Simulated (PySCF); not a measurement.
# C₂H₉BO₄Si₂: magnetic properties

Aim: compute the magnetic properties of C₂H₉BO₄Si₂ (`CC(=O)[Si@H](O)[SiH2]B(O)O`).

Computed with PySCF 2.14.0 and routines of our own; the level stands in each step. Atoms count from 0.

## 1. The system as given

18 atoms, charge 0, multiplicity 1; geometry from: GFN2-xTB.

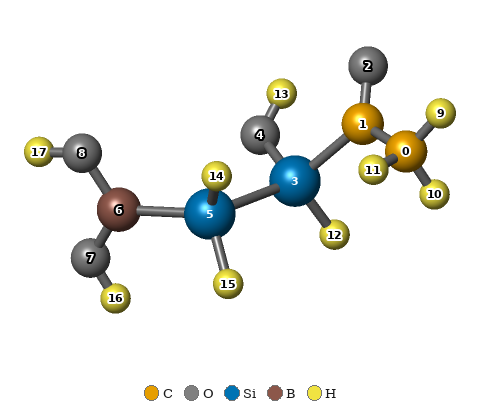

The starting geometry (carbon amber, oxygen grey, silicon blue, boron brown, hydrogen yellow).

## 2. Magnetic properties: GIAO PBE0/pcSseg-1

What the job is given:

```
{"job": {"kind": "mag", "xc": "PBE0", "basis": "pcSseg-1", "isotopologues": 0}, "charge": 0, "multiplicity": 1}
C     -3.111352    -0.573766    -0.578758
C     -2.238259     0.604645    -0.253377
O     -2.580720     1.749297    -0.474215
Si    -0.498213     0.298773     0.509243
O      0.122580     1.786078     0.754427
Si     0.968597    -0.843568    -0.873033
B      2.792194    -0.090149    -0.859313
O      3.752738    -0.348216     0.074165
O      3.111129     0.791840    -1.826358
H     -4.045889    -0.262888    -1.040738
H     -3.316626    -1.118817     0.339666
H     -2.564756    -1.238614    -1.243622
H     -0.794613    -0.285348     1.831295
H     -0.458320     2.543309     0.681665
H      0.369517    -0.967478    -2.214698
H      0.941243    -2.241426    -0.374332
H      3.551344    -0.968867     0.770882
H      3.990646     1.171514    -1.764074
```

With the program's defaults for keys left out, this is: GIAO PBE0/pcSseg-1 magnetisability, rotational g tensor and spin-rotation constants, non-relativistic, gas phase.

Launch:

```
$ OMP_NUM_THREADS=1 python excited_run.py task.json out
```

The driver reads the jobs from task.json and runs them one after another.

Standard output:

```text
coarse grid: 16432 points
cycle   1  E = -985.3415649416  dE =  1.208e+00  |g| = 1.300e+00  |ddm| = 3.823e+00
cycle   2  E = -984.5273069744  dE =  8.143e-01  |g| = 2.409e+00  |ddm| = 3.749e+00
cycle   3  E = -985.6214454434  dE = -1.094e+00  |g| = 4.005e-01  |ddm| = 3.080e+00
cycle   4  E = -985.6506630966  dE = -2.922e-02  |g| = 1.271e-01  |ddm| = 3.687e-01
cycle   5  E = -985.6532839323  dE = -2.621e-03  |g| = 3.006e-02  |ddm| = 1.087e-01
cycle   6  E = -985.6534716212  dE = -1.877e-04  |g| = 9.976e-03  |ddm| = 3.633e-02
cycle   7  E = -985.6534892138  dE = -1.759e-05  |g| = 2.722e-03  |ddm| = 9.797e-03
cycle   8  E = -985.6534905401  dE = -1.326e-06  |g| = 7.997e-04  |ddm| = 3.143e-03
final grid: 150656 points
cycle   9  E = -985.7429741963  dE = -2.570e-05  |g| = 1.341e-02  |ddm| = 2.362e-02
cycle  10  E = -985.7428917607  dE =  8.244e-05  |g| = 2.492e-02  |ddm| = 2.524e-02
cycle  11  E = -985.7430056078  dE = -1.138e-04  |g| = 3.021e-03  |ddm| = 1.838e-02
cycle  12  E = -985.7430073325  dE = -1.725e-06  |g| = 3.526e-04  |ddm| = 2.252e-03
cycle  13  E = -985.7430073505  dE = -1.795e-08  |g| = 1.537e-04  |ddm| = 4.289e-04
cycle  14  E = -985.7430073557  dE = -5.181e-09  |g| = 2.674e-05  |ddm| = 1.609e-04
cycle  15  E = -985.7430073558  dE = -1.216e-10  |g| = 1.224e-05  |ddm| = 3.537e-05
converged SCF energy = -985.7430073558

Magnetisability tensor (1e-30 J/T^2)
    -1412.32     -108.94       91.10
     -108.94    -1283.65     -102.34
       91.10     -102.34    -1546.36
isotropic -1414.11   principal values   -1600.21  -1469.12  -1173.00
isotropic susceptibility -85.160 1e-6 cm^3/mol

Inertial axes            a          b          c
rot. const./GHz      2.1619     0.5387     0.5059
chi total           -84.824    -85.042    -85.613
chi diamagnetic    -695.617  -2257.692  -2407.483
chi paramagnetic    610.792   2172.650   2321.870
quadrupole/D A        3.230     -1.148     -2.083
g nuclear            0.5833     0.5414     0.5441
g electronic        -0.6203    -0.5499    -0.5518
g total             -0.0371    -0.0085    -0.0077

Spin-rotation constants (kHz, H = +C I.J)
atom  isotope        aa         bb         cc
  6    11B        0.573      0.114      0.151
  9     1H       -0.002     -0.059     -0.038
 10     1H       -0.234     -0.052      0.009
 11     1H       -0.134     -0.005     -0.059
 12     1H       -0.151     -0.056      0.028
 13     1H       -0.169     -0.024     -0.056
 14     1H       -0.177     -0.037     -0.007
 15     1H       -0.193     -0.013     -0.025
 16     1H       -0.233     -0.059      0.018
 17     1H        0.015     -0.042     -0.054
  0    13C*       0.356      0.084      0.096
  1    13C*       1.064      0.336      0.184
  2    17O*      -1.341     -0.594     -0.222
  3   29Si*      -1.393     -0.267     -0.332
  4    17O*      -0.056     -0.046     -0.016
  5   29Si*      -1.009     -0.259     -0.237
  7    17O*      -0.303     -0.076     -0.138
* in the singly substituted isotopologue
```

It took 100 s on 1 thread of Arm Neoverse N1, shared host; peak memory 0.98 GiB.

From this job:

```csv
quantity,value
magnetisability,-1414·10⁻³⁰ J/T²
molar susceptibility,-85.2·10⁻⁶ cm³/mol
"rotational g (a, b, c)","-0.0371, -0.0085, -0.0077"
```

The fields below are evaluated on a grid from the run's orbitals.

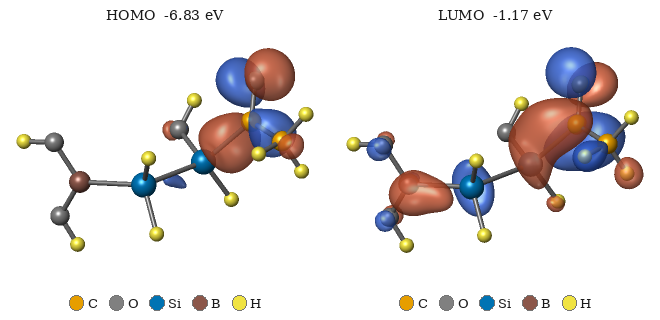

Frontier orbitals at PBE0/pcSseg-1; each surface holds 70 % of the orbital's density, blue and red mark the sign.

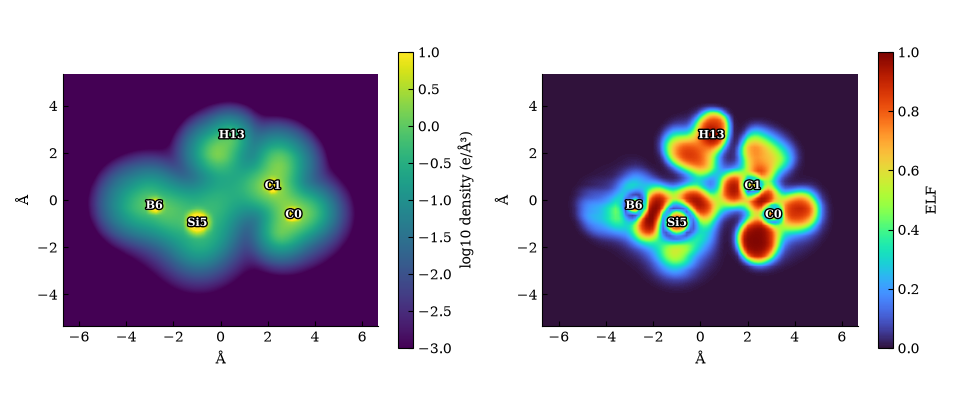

Density (left) and ELF (right) in a plane through or near 5 of the atoms.

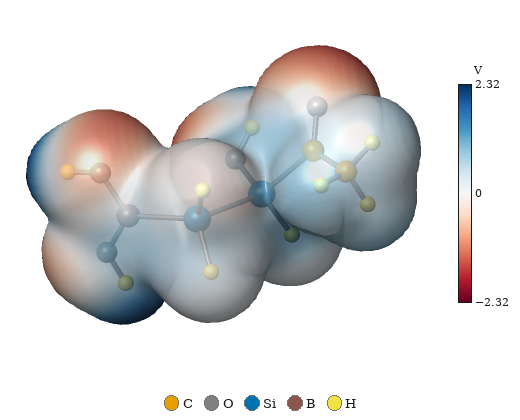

The potential that a unit positive charge feels on the 0.002 e/bohr³ surface, from -1.42 V near O2 to 2.32 V near H16.

## 3. Magnetic properties: GIAO HF/6-31G*

Settings changed since step 2:

```diff
@@ -1,2 +1,2 @@
-{"job": {"kind": "mag", "xc": "PBE0", "basis": "pcSseg-1", "isotopologues": 0}, "charge": 0, "multiplicity": 1}
+{"job": {"kind": "mag", "xc": "HF", "basis": "6-31G*"}, "charge": 0, "multiplicity": 1}
 C     -3.111352    -0.573766    -0.578758
```

With the program's defaults for keys left out, this is: GIAO HF/6-31G* magnetisability, rotational g tensor and spin-rotation constants, non-relativistic, gas phase.

Standard output:

```text
final grid: 150656 points
cycle   1  E = -982.7822810836  dE =  1.462e+00  |g| = 1.058e+00  |ddm| = 3.776e+00
cycle   2  E = -982.9450875504  dE = -1.628e-01  |g| = 7.613e-01  |ddm| = 1.304e+00
cycle   3  E = -983.0552942272  dE = -1.102e-01  |g| = 1.065e-01  |ddm| = 6.223e-01
cycle   4  E = -983.0594530730  dE = -4.159e-03  |g| = 4.938e-02  |ddm| = 1.519e-01
cycle   5  E = -983.0601494202  dE = -6.963e-04  |g| = 1.115e-02  |ddm| = 6.654e-02
cycle   6  E = -983.0602469272  dE = -9.751e-05  |g| = 5.277e-03  |ddm| = 3.088e-02
cycle   7  E = -983.0602663301  dE = -1.940e-05  |g| = 1.800e-03  |ddm| = 1.496e-02
cycle   8  E = -983.0602681715  dE = -1.841e-06  |g| = 7.385e-04  |ddm| = 3.583e-03
cycle   9  E = -983.0602684701  dE = -2.987e-07  |g| = 1.467e-04  |ddm| = 1.554e-03
cycle  10  E = -983.0602684861  dE = -1.602e-08  |g| = 4.191e-05  |ddm| = 4.169e-04
cycle  11  E = -983.0602684873  dE = -1.132e-09  |g| = 1.231e-05  |ddm| = 1.135e-04
cycle  12  E = -983.0602684874  dE = -1.223e-10  |g| = 4.425e-06  |ddm| = 3.617e-05
converged SCF energy = -983.0602684874

Magnetisability tensor (1e-30 J/T^2)
    -1412.64      -96.19       82.86
      -96.19    -1288.69      -90.08
       82.86      -90.08    -1540.11
isotropic -1413.81   principal values   -1587.44  -1459.02  -1194.99
isotropic susceptibility -85.142 1e-6 cm^3/mol

Inertial axes            a          b          c
rot. const./GHz      2.1619     0.5387     0.5059
chi total           -84.899    -84.587    -85.940
chi diamagnetic    -695.664  -2258.688  -2408.488
chi paramagnetic    610.765   2174.102   2322.548
quadrupole/D A        2.151     -0.615     -1.536
g nuclear            0.5833     0.5414     0.5441
g electronic        -0.6203    -0.5503    -0.5520
g total             -0.0370    -0.0089    -0.0079

Spin-rotation constants (kHz, H = +C I.J)
atom  isotope        aa         bb         cc
  6    11B        0.457      0.091      0.133
  9     1H       -0.009     -0.064     -0.040
 10     1H       -0.246     -0.056      0.005
 11     1H       -0.151     -0.008     -0.062
 12     1H       -0.167     -0.060      0.024
 13     1H       -0.178     -0.024     -0.058
 14     1H       -0.188     -0.040     -0.010
 15     1H       -0.206     -0.015     -0.029
 16     1H       -0.247     -0.064      0.011
 17     1H       -0.013     -0.046     -0.059
  0    13C*       0.292      0.069      0.077
  1    13C*       0.972      0.320      0.160
  2    17O*      -1.254     -0.569     -0.193
  3   29Si*      -1.153     -0.225     -0.281
  4    17O*      -0.056     -0.035     -0.013
  5   29Si*      -0.876     -0.227     -0.195
  7    17O*      -0.249     -0.059     -0.107
* in the singly substituted isotopologue
```

Run time: 26 s. Hardware: 1 thread of Arm Neoverse N1, shared host; peak memory 0.81 GiB.

Key values:

```csv
quantity,value
magnetisability,-1414·10⁻³⁰ J/T²
molar susceptibility,-85.1·10⁻⁶ cm³/mol
"rotational g (a, b, c)","-0.0370, -0.0089, -0.0079"
```

## 4. Magnetic properties side by side

```csv
level,ξ (10⁻³⁰ J/T²),g(a),g(b),gap (eV),functions,time
GIAO PBE0/pcSseg-1,-1414,-0.0371,-0.0085,5.65,212,100 s
GIAO HF/6-31G*,-1414,-0.0370,-0.0089,12.86,152,26 s
```

## 5. Outcome

| quantity | value |
| --- | --- |
| magnetisability (step 2, GIAO PBE0/pcSseg-1) | -1414·10⁻³⁰ J/T² |
| molar susceptibility (step 2, GIAO PBE0/pcSseg-1) | -85.2·10⁻⁶ cm³/mol |
| rotational g (a, b, c) (step 2, GIAO PBE0/pcSseg-1) | -0.0371, -0.0085, -0.0077 |
| surface potential | -1.42 V near O2 to 2.32 V near H16 |
| magnetisability over the levels | -1414 to -1414·10⁻³⁰ J/T² |

**Reading.** By nearest atom (PBE0/pcSseg-1), the HOMO sits on O2 47 %, C1 16 % and the LUMO on C1 36 %, O2 25 %. The magnetisability spreads by 0.0 % over 2 levels, from GIAO PBE0/pcSseg-1 (100 s) to GIAO HF/6-31G* (26 s); the runs took 26 s to 100 s. Vibrational averaging and real surroundings are missing from these values.
